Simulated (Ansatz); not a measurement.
**One shape, several levels: BH3Cl− (SMILES [BH3-]Cl)**

Wanted: a comparison of 6 runs (HF/STO-3G, SVWN5/STO-3G, UPBE/STO-3G, CCSDT/STO-3G, CCSDTQ/STO-3G, FCI/STO-3G) of BH3Cl−. 

The calculation is run with Ansatz 0.2.0.

3 further runs of the same task are left out: 3 that didn't finish.

### 1 The system as given

BH3Cl−: 5 atoms, total charge -1, spin state singlet. As SMILES, `[BH3-]Cl`. The H5–B1 distance was set to 2.416 Å, away from the relaxed value. At this shape a bond of the SMILES string is far longer than usual.

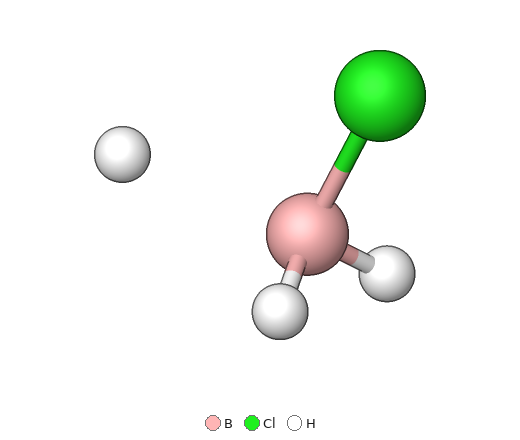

The structure, seen from a chosen angle (boron pink, chlorine green, hydrogen white).

### 2 A single-point energy at HF/STO-3G (run 1)

Input file molecule.yaml:

```yaml
crystal:
  periodic: [false, false, false]
  atoms:
    - {symbol: B, position_ang: [0.164277, -0.953095, -0.659499]}
    - {symbol: Cl, position_ang: [-0.763973, -0.408775, -2.192399]}
    - {symbol: H, position_ang: [1.304967, -1.159845, -0.998499]}
    - {symbol: H, position_ang: [-0.378213, -1.956575, -0.262699]}
    - {symbol: H, position_ang: [0.000500, 0.857390, 0.931390]}
basis:
  gaussian:
    orbitals: STO-3G
total_charge: -1
magnetization:
  spin_polarized: false
hamiltonian:
  xc: hf
accuracy: high
```

Started as:

```console
$ ansatz run molecule.yaml --threads 1 --pin off --max-ram 2610MiB --events-out events.jsonl --progress --plain --runs-dir runs
```

Log:

```text
Warning: RAYON_NUM_THREADS=1 ignored (pool sized by the plan → 1); use --threads N
Functional definition: HF
  name "HF"
  exchange = exact_x
  correlation = 0
281 factors; integrals over basis functions are off by at most 5.9e-9 eV
mean field evaluation 1: about -13069.4892 eV, gradient 2.0e1 eV
mean field evaluation 2: about -13069.5276 eV, gradient 2.0e1 eV
mean field evaluation 4: about -13072.7785 eV, gradient 1.8e0 eV
mean field evaluation 8: about -13072.7909 eV, gradient 6.5e-5 eV
mean field -13072.79094211 eV, -480.4162060668 hartree, gradient 2.3e-8 eV, S^2 0.000000; 0 other end points of the search recorded, 0 dependent functions left out
reference -13072.79094211 eV, -480.4162060668 hartree; 13, 13 occupied and 4, 4 virtual orbitals, 281 factors
Total energy: -13072.79094211 eV, -480.4162060668 hartree
```

Wall time 0.08 s (1 thread of Arm Neoverse V1, shared host).

### 3 A single-point energy at SVWN5/STO-3G (run 2)

Input file run.yaml:

```yaml
crystal:
  periodic: [false, false, false]
  atoms:
    - symbol: B
      position_ang: [0.164277, -0.953095, -0.659499]
    - symbol: Cl
      position_ang: [-0.763973, -0.408775, -2.192399]
    - symbol: H
      position_ang: [1.304967, -1.159845, -0.998499]
    - symbol: H
      position_ang: [-0.378213, -1.956575, -0.262699]
    - symbol: H
      position_ang: [0.000500, 0.857390, 0.931390]
basis:
  gaussian:
    orbitals: STO-3G
total_charge: -1
hamiltonian:
  xc: {name: SVWN5}
accuracy: high
```

Started as:

```console
$ ansatz run run.yaml --threads 1 --pin off --max-ram 2610MiB --events-out events.jsonl --progress --plain --runs-dir runs
```

Log:

```text
Warning: RAYON_NUM_THREADS=1 ignored (pool sized by the plan → 1); use --threads N
Functional definition: SVWN5
  name "SVWN5"
  exchange = slater_x
  correlation = vwn5_c
281 factors; integrals over basis functions are off by at most 5.9e-9 eV
mean field evaluation 1: about -13042.8382 eV, gradient 2.1e1 eV
mean field evaluation 2: about -13026.3577 eV, gradient 4.2e1 eV
mean field evaluation 4: about -13046.6363 eV, gradient 8.8e0 eV
mean field evaluation 8: about -13046.9148 eV, gradient 4.5e0 eV
mean field evaluation 16: about -13047.0312 eV, gradient 2.2e-8 eV
mean field -13047.03119945 eV, -479.4695529845 hartree, gradient 2.2e-8 eV, S^2 0.000000; 0 other end points of the search recorded, 0 dependent functions left out
reference -13047.03120115 eV, -479.4695530470 hartree; 13, 13 occupied and 4, 4 virtual orbitals, 281 factors
Total energy: -13047.03120115 eV, -479.4695530470 hartree
```

Wall time 0.62 s (1 thread of Arm Neoverse V1, shared host).

Runs 3 to 5 aren't shown in full; the table further down has their settings and results.

### 4 The energy at FCI/STO-3G (run 6)

Input file input.yaml:

```yaml
crystal:
  periodic: [false, false, false]
  atoms:
    - symbol: B
      position_ang: [0.164277, -0.953095, -0.659499]
    - symbol: Cl
      position_ang: [-0.763973, -0.408775, -2.192399]
    - symbol: H
      position_ang: [1.304967, -1.159845, -0.998499]
    - symbol: H
      position_ang: [-0.378213, -1.956575, -0.262699]
    - symbol: H
      position_ang: [0.000500, 0.857390, 0.931390]
basis:
  gaussian:
    orbitals: STO-3G
total_charge: -1
correlation:
  method: fci
  frozen_orbitals: {B: 1, Cl: 5, H: 0}
accuracy: high
```

Started as:

```console
$ ansatz run input.yaml --threads 1 --pin off --max-ram 2610MiB --events-out events.jsonl --progress --plain --runs-dir runs
```

Log:

```text
Warning: RAYON_NUM_THREADS=1 ignored (pool sized by the plan → 1); use --threads N
[... 4 set-up lines as earlier in the session ...]
281 factors; integrals over basis functions are off by at most 5.9e-9 eV
mean field evaluation 1: about -13069.4892 eV, gradient 2.0e1 eV
mean field evaluation 2: about -13069.5276 eV, gradient 2.0e1 eV
mean field evaluation 4: about -13072.7785 eV, gradient 1.8e0 eV
mean field evaluation 8: about -13072.7909 eV, gradient 6.5e-5 eV
mean field -13072.79094211 eV, -480.4162060668 hartree, gradient 2.3e-8 eV, S^2 0.000000; 0 other end points of the search recorded, 0 dependent functions left out; unrestricted orbitals would lower it
mean field evaluation 16: about -13074.1106 eV, gradient 3.4e0 eV
unrestricted determinant -13074.25363247 eV, -480.4699589460 hartree, S^2 0.8083
6 core orbitals not correlated: weight in the atoms' cores, before any rotation towards them, 1.000 or more for the frozen orbitals, at most 0.000 for the correlated occupied ones
reference -13072.79094211 eV, -480.4162060668 hartree; 7, 7 occupied and 4, 4 virtual orbitals, 281 factors
state -13076.24090669 eV, -480.5429899264 hartree
Total energy: -13076.24090669 eV, -480.5429899264 hartree
```

It took 0.46 s on 1 thread of Arm Neoverse V1, shared host.

### 5 Overview of the runs

```
run          level  frozen core orbitals  energy (Eh)  wall time
  1      HF/STO-3G                     –  -480.416206     0.08 s
  2   SVWN5/STO-3G                     –  -479.469553     0.62 s
  3    UPBE/STO-3G                     –  -481.080195      3.6 s
  4   CCSDT/STO-3G                     6  -480.543428     0.18 s
  5  CCSDTQ/STO-3G                     6  -480.542995      2.8 s
  6     FCI/STO-3G                     6  -480.542990     0.46 s
```

### 6 Summary of results

| quantity | value |
| --- | --- |
| run 6: total energy | -480.54299 Eh |
| run 6: correlation energy (6 core orbitals frozen) | -126.8 mEh |

Against full CI in this basis: HF +126.8 mEh; CCSDT -0.4 mEh; CCSDTQ -0.0 mEh. Totals of different functionals can't be ranked against each other. In runs 4, 5 the log says that unrestricted orbitals would lower the reference, so the values rest on an unstable closed-shell determinant (other closed-shell runs at this shape may share the fault). In runs 1, 2, 3, 4, 5, 6 the basis is minimal, so the values are rough. All runs together took 7.7 s, the longest 3.6 s.
